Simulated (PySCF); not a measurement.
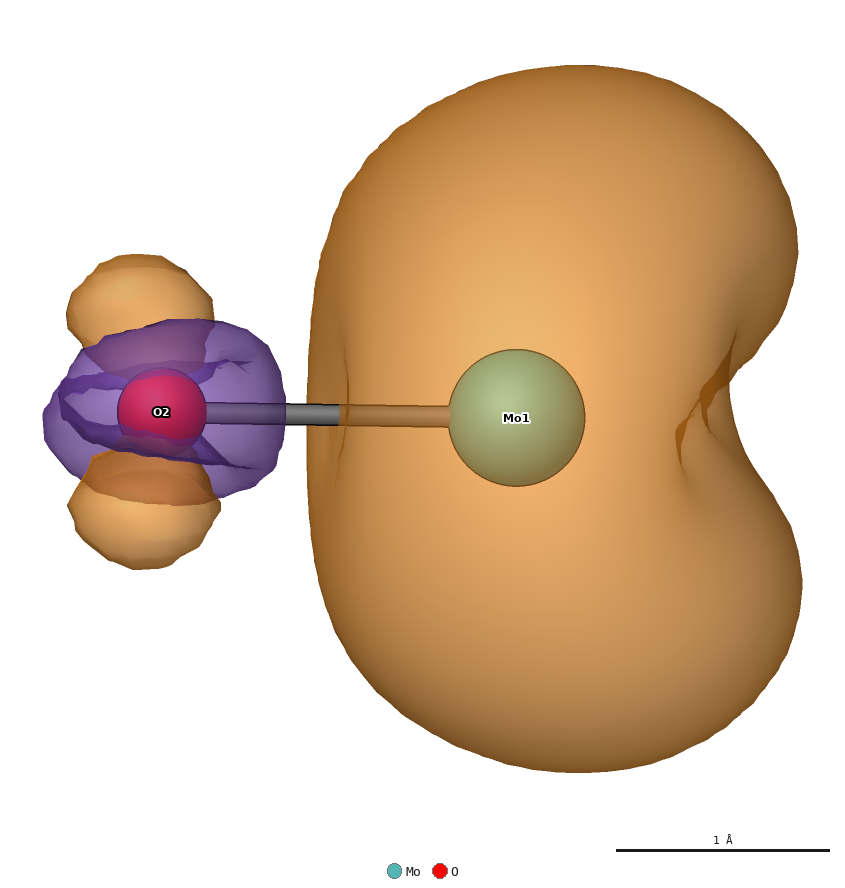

MoO (quintet). Isosurfaces of the spin density at +0.06 (orange) and −0.06 e/Å³ (purple), seen from one side.

Core potentials replace the inner electrons of Mo.

Computed with PBE0/def2-TZVPPD, non-relativistic Hamiltonian with scalar-relativistic core potentials where named, at a bond length of 1.684 Å (PySCF).

Where is the unpaired spin?

Answer. The unpaired spin (4 electrons) lies mostly on Mo1 (about 4.0), in electrons by Hirshfeld's partition.
